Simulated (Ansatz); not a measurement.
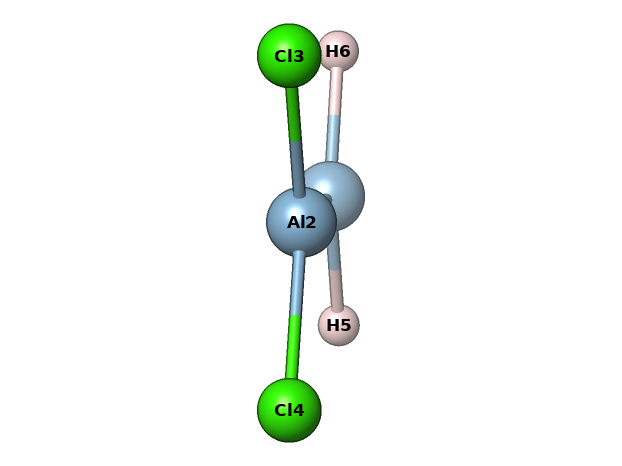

Al1 lies behind Al2. The molecule seen nearly along the Al2–Al1 bond, Al2 in front. Depth is shown by fading: the farther an atom, the more it takes the colour of the background. Computed geometry: PBE0-D4/def2-TZVP optimisation. No frequency run is at hand to confirm it as a minimum.

### What is the torsion angle Cl3–Al2–Al1–H5? The sign is positive where the front bond must turn clockwise to cover the back bond.

180°, antiperiplanar (anti).
